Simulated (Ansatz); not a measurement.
# H4SSi2: rigid scan of one bond length from a Python script

Wanted for H4SSi2: a rigid scan of one bond length.

Computed with the Python package of Ansatz 0.2.0. Level of theory: r2SCAN/6-31G*.

### 1 The system

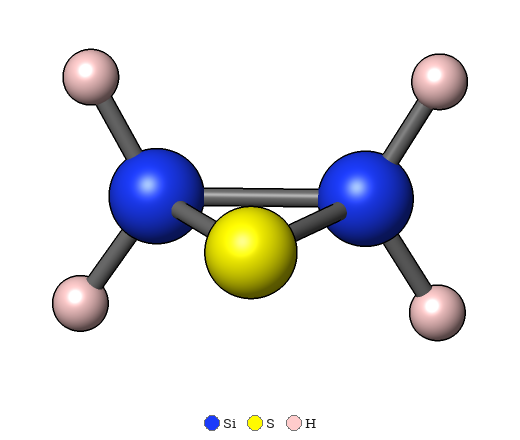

The structure that the script starts from, seen from a chosen angle (silicon blue, sulfur yellow, hydrogen pink).

The script holds or builds the structure itself.

### 2 The script

File scan_h4ssi2.py:

```python
"""Potential curve of H4SSi2 along one bond."""

import ansatz
from ase import Atoms
import numpy as np

BASIS_SET = "6-31G*"
XC = "r2scan"

atoms = Atoms(["Si", "Si", "S", "H", "H", "H", "H"], positions=[
    (-0.8686, -0.1715, -0.6569),
    (0.7884, 0.47, 0.6399),
    (0.4392, -1.5732, 0.0747),
    (-2.1864, -0.3569, -0.0812),
    (-0.7873, -0.0464, -2.1657),
    (0.5889, 0.6476, 2.1043),
    (2.087, 0.9623, 0.0391),
])
molecule = ansatz.Crystal.molecule_from_ase(atoms)

symbols = [site.symbol for site in molecule.cartesian_sites]
start = np.array([site.position_ang for site in molecule.cartesian_sites])
axis = (start[6] - start[1]) / np.linalg.norm(start[6] - start[1])
moving = [6]
lengths, energies = [1.332, 1.392, 1.453, 1.513, 1.574, 1.634, 1.695, 1.786], []
for length in lengths:
    xyz = start.copy()
    xyz[moving] += (length - np.linalg.norm(start[6] - start[1])) * axis
    point = ansatz.Crystal.molecule()
    for symbol, place in zip(symbols, xyz):
        point = point.atom(symbol, place.tolist())
    calculation = (
        point.calculation()
        .basis(gaussian=BASIS_SET)
        .functional(XC)
    )
    r = calculation.run(threads=1, backend="cpu").report
    energies.append(r["free_energy_ev"])
    print(f"r = {length:6.3f} A  E = {energies[-1]:.5f} eV  <S^2> = {abs(r['mean_field']['state']['spin_squared']):.3f}")

# quartic fit about the minimum
fit = np.polynomial.Polynomial.fit(lengths, np.array(energies) - min(energies), 4).convert()
roots = [r.real for r in fit.deriv().roots() if abs(r.imag) < 1e-9 and fit.deriv(2)(r.real) > 0]
r_e = min(roots, key=lambda r: abs(r - lengths[int(np.argmin(energies))]))
print(f"minimum of the fit at {r_e:.4f} A, force constant {fit.deriv(2)(r_e):.2f} eV/A^2")
```

### 3 The run

Command:

```
$ python scan_h4ssi2.py
```

The program printed:

```text
r =  1.332 A  E = -26652.12088 eV  <S^2> = 0.000
r =  1.392 A  E = -26652.30085 eV  <S^2> = 0.000
r =  1.453 A  E = -26652.38139 eV  <S^2> = 0.000
r =  1.513 A  E = -26652.38326 eV  <S^2> = 0.000
r =  1.574 A  E = -26652.32548 eV  <S^2> = 0.000
r =  1.634 A  E = -26652.22460 eV  <S^2> = 0.000
r =  1.695 A  E = -26652.08912 eV  <S^2> = 0.000
r =  1.786 A  E = -26651.84522 eV  <S^2> = 0.000
minimum of the fit at 1.4840 A, force constant 18.57 eV/A^2
```

Wall time 52 s (1 thread of Arm Neoverse N1, shared host); peak memory 0.19 GiB.

### 4 The engine's runs

From the records of these 8 runs:

```csv
run,distance (Å),energy from run 4 (eV),SCF cycles,CPU time (s)
1,1.33,0.2624,16,6
2,1.39,0.0824,16,6.5
3,1.45,0.0019,16,6.5
4,1.51,0.0000,16,6.5
5,1.57,0.0578,16,6.5
6,1.63,0.1587,16,6.5
7,1.70,0.2941,17,6
8,1.79,0.5380,17,6.5
```

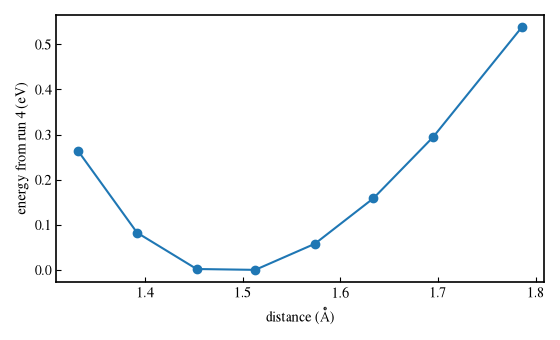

Energy against distance; lines join the points.

### 5 What came out

```
                        quantity     value
bond length at the fit's minimum  1.4840 Å
                   runs compared         8
                 range of energy  0.538 eV
      lowest point, distance (Å)      1.51
```

What this shows: The curve has its lowest point inside the range, at 1.51. The ends stand 0.262 and 0.538 eV above it. The distance scanned is the script's pair 1, 6. The rest of the molecule is held rigid at a force-field or estimated start geometry, and the basis set is modest; single-reference methods fail as a bond breaks. The orbitals are restricted, so S² is zero by construction.
